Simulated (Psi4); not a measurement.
# AlCNClOF (SMILES O=C=[N][Al]([F])[Cl]): B3LYP/6-31G(d) (Cartesian functions)

Aim: the vertical ionisation energy of AlCNClOF at B3LYP/6-31G* (Cartesian functions), from 2 runs. 

The calculation is run with Psi4 1.11.

1 further run of the same task is left out (set aside as unsound or not needed). Runs told in other sessions of the task aren't counted.

## Step 1: Starting point

The species is AlCNClOF (6 atoms), meant as a singlet with charge 0. As SMILES, `O=C=[N][Al]([F])[Cl]`. The shape is that of a PBE0-D4/def2-TZVP optimisation. This is one conformer, not always the lowest.

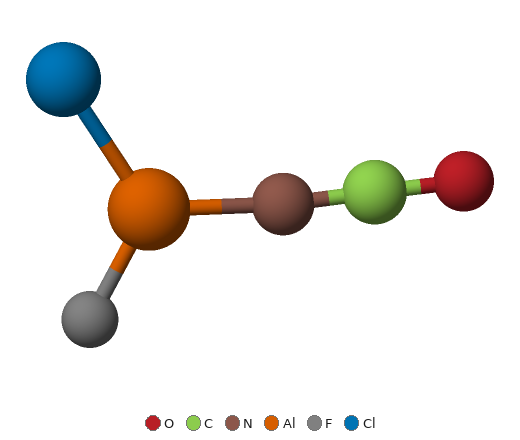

The structure, seen from a chosen angle (oxygen red, carbon green, nitrogen brown, aluminium orange, fluorine grey, chlorine blue).

## Step 2: Energy and forces at B3LYP/6-31G(d) (Cartesian functions)

Contents of input.dat:

```
memory 2200 MB

molecule molecule1 {
  0 1
  O     -1.726000    -0.301300     2.353900
  C     -1.034500    -0.244700     1.421600
  N     -0.321400    -0.196300     0.461800
  Al     0.694800     0.033100    -0.933400
  F      1.379200    -1.268200    -1.642400
  Cl     1.050000     1.913400    -1.707800
  symmetry c1
}

set globals {
  reference rks
  puream false
  e_convergence 1e-09
  d_convergence 1e-08
  scf_type pk
  dft_radial_points 99
  dft_spherical_points 590
}

energy_value, wavefunction = gradient('b3lyp/6-31G*', return_wfn=True)
print_variables()
```

Started as:

```console
$ psi4 -n 1 input.dat output.dat
```

output.dat:

```text
[...]
  Running in c1 symmetry.
[...]
  Nuclear repulsion =  298.716656571062970
[...]
  Multiplicity = 1
[...]
  Nalpha       = 30
  Nbeta        = 30
[...]
    Number of basis functions: 98
[...]
   @RKS iter   1:  -970.42383910937633   -3.47679e-01   9.40489e-03 DIIS/ADIIS
[...]
   @RKS iter  12:  -970.75326173921974   -1.17097e-11   6.65402e-09 DIIS
[...]
    Orbital Energies [Eh]
    ---------------------
    Doubly Occupied:
       1A   -101.553923     2A    -56.126594     3A    -24.688176
       4A    -19.213372     5A    -14.363896     6A    -10.343984
       7A     -9.472898     8A     -7.233137     9A     -7.228975
      10A     -7.228185    11A     -4.212427    12A     -2.769184
      13A     -2.764269    14A     -2.763585    15A     -1.163957
      16A     -1.125171    17A     -0.945331    18A     -0.835706
      19A     -0.579524    20A     -0.512592    21A     -0.477517
      22A     -0.477450    23A     -0.470794    24A     -0.429822
      25A     -0.425575    26A     -0.405366    27A     -0.356349
      28A     -0.351613    29A     -0.325514    30A     -0.319009
[...]
  @RKS Final Energy:  -970.75326173921974
   => Energetics <=
    Nuclear Repulsion Energy =            298.7166565710629698
    One-Electron Energy =               -1935.4160124740737956
    Two-Electron Energy =                 729.2321300619249769
    DFT Exchange-Correlation Energy =     -63.2860358981338749
    Empirical Dispersion Energy =           0.0000000000000000
    VV10 Nonlocal Energy =                  0.0000000000000000
    Total Energy =                       -970.7532617392197380
[...]
 Multipole Moments:
 ------------------------------------------------------------------------------------
     Multipole            Electronic (a.u.)      Nuclear  (a.u.)        Total (a.u.)
 ------------------------------------------------------------------------------------
 L = 1.  Multiply by 2.5417464519 to convert [e a0] to [Debye]
 Dipole X            :          2.1469413           -2.0728114            0.0741300
 Dipole Y            :         -0.1344375            0.1651548            0.0307173
 Dipole Z            :         -2.8470623            2.7443706           -0.1026918
 Magnitude           :                                                    0.1303243
[...]
  -Total Gradient:
     Atom            X                  Y                   Z
    ------   -----------------  -----------------  -----------------
       1        0.015616842411     0.001352913928    -0.021070654511
       2       -0.004049037434    -0.000207509067     0.005436878589
       3       -0.006730016011    -0.000610367153     0.009072078857
       4       -0.000572557657     0.000826884393     0.000666355052
       5       -0.003043448071     0.005554518743     0.003173202485
       6       -0.001243037269    -0.006914634425     0.002750363978
[...]
```

Run time: 23 s. Hardware: 1 thread of Intel Xeon Platinum 8259CL at 2.50GHz (Skylake/Cascade Lake), shared host; peak memory 1.1 GiB.

## Step 3: The doublet cation, same level

Contents of calclfno.py:

```python
import psi4

psi4.set_memory('2200 MB')
psi4.set_num_threads(1)
psi4.core.set_output_file('run.log', False)

molecule = psi4.geometry("""
1 2
O     -1.726000    -0.301300     2.353900
C     -1.034500    -0.244700     1.421600
N     -0.321400    -0.196300     0.461800
Al     0.694800     0.033100    -0.933400
F      1.379200    -1.268200    -1.642400
Cl     1.050000     1.913400    -1.707800
units angstrom
symmetry c1
no_reorient
no_com
""")

options = {'basis': '6-31G*', 'reference': 'uks', 'puream': False, 'e_convergence': 1e-09, 'd_convergence': 1e-08, 'scf_type': 'pk', 'dft_radial_points': 99, 'dft_spherical_points': 590, 'maxiter': 100}
psi4.set_options(options)

result, w = psi4.gradient("B3LYP", molecule=molecule, return_wfn=True)
print('gradient / Eh bohr^-1')
print(result.np.round(6))
print(f'energy = {w.energy():.10f} Eh')
```

Started as:

```console
$ python calclfno.py
```

run.log, shortened:

```text
[...]
  Running in c1 symmetry.
[...]
  Nuclear repulsion =  298.716656571062970
[...]
  Multiplicity = 2
[...]
  Nalpha       = 30
  Nbeta        = 29
[...]
    Number of basis functions: 98
[...]
   @UKS iter   1:  -969.96526549294754    1.10894e-01   9.22709e-03 DIIS/ADIIS
[...]
   @UKS iter  18:  -970.34414924264991   -2.16005e-12   6.08518e-09 DIIS
[...]
   @S^2 Observed:                7.612977193E-01
[...]
  @UKS Final Energy:  -970.34414924264991
   => Energetics <=
    Nuclear Repulsion Energy =            298.7166565710629698
    One-Electron Energy =               -1921.4982549893586565
    Two-Electron Energy =                 715.4077935529458045
    DFT Exchange-Correlation Energy =     -62.9703443772999663
    Empirical Dispersion Energy =           0.0000000000000000
    VV10 Nonlocal Energy =                  0.0000000000000000
    Total Energy =                       -970.3441492426499053
  UHF NO Occupations:
  HONO-2 :   28  A 1.9988490
  HONO-1 :   29  A 1.9961563
[...]
 Multipole Moments:
 ------------------------------------------------------------------------------------
     Multipole            Electronic (a.u.)      Nuclear  (a.u.)        Total (a.u.)
 ------------------------------------------------------------------------------------
 L = 1.  Multiply by 2.5417464519 to convert [e a0] to [Debye]
 Dipole X            :        -32.2870234           32.1827918           -0.1042316
 Dipole Y            :        -30.0294877           30.7866621            0.7571745
 Dipole Z            :         47.9342385          -47.9140059            0.0202326
 Magnitude           :                                                    0.7645827
[...]
  -Total Gradient:
     Atom            X                  Y                   Z
    ------   -----------------  -----------------  -----------------
       1        0.005764338983     0.000751393838    -0.007819517798
       2        0.021155185974     0.001904377584    -0.028554549370
       3       -0.006506661730    -0.004008378222     0.009297102830
       4       -0.026520674954     0.014412168064     0.033188771593
       5        0.003631422615    -0.002321888452    -0.004500688482
       6        0.002454999756    -0.010735945907    -0.001582699379
[...]
```

The script printed:

```text
gradient / Eh bohr^-1
[[ 0.005764  0.000751 -0.00782 ]
 [ 0.021155  0.001904 -0.028555]
 [-0.006507 -0.004008  0.009297]
 [-0.026521  0.014412  0.033189]
 [ 0.003631 -0.002322 -0.004501]
 [ 0.002455 -0.010736 -0.001583]]
energy = -970.3441492426 Eh
```

Wall time 41 s (1 thread of Intel Xeon Platinum 8259CL at 2.50GHz (Skylake/Cascade Lake), shared host); peak memory 1.1 GiB.

## Step 4: Summary of results

Level: B3LYP/6-31G* (Cartesian functions).

| quantity | value |
| --- | --- |
| singlet AlCNClOF: total energy | -970.75326 Eh |
| singlet AlCNClOF: dipole moment | 0.33 D |
| singlet AlCNClOF: HOMO energy | -8.68 eV |
| singlet AlCNClOF: LUMO energy | -1.28 eV |
| singlet AlCNClOF: HOMO–LUMO gap | 7.40 eV |
| singlet AlCNClOF: largest force on an atom | 1.350 eV/Å |
| doublet cation: total energy | -970.34415 Eh |
| doublet cation: HOMO energy (highest over α and β) | -14.85 eV |
| doublet cation: LUMO energy (lowest over α and β) | -13.51 eV |
| doublet cation: ⟨S²⟩ | 0.761 |
| doublet cation: largest force on an atom | 2.307 eV/Å |
| vertical ionisation energy (to the doublet cation) | 11.133 eV |

Removing an electron at fixed nuclei costs 11.13 eV (257 kcal/mol). The largest force (singlet AlCNClOF) is 1.35 eV/Å: the shape isn't a stationary point for this species at this level. −ε(HOMO) before ionisation, 8.68 eV, is 2.45 eV below this ionisation energy. With no_com the log's rotational constants are taken about the origin, not the centre of mass, so they aren't the molecule's.
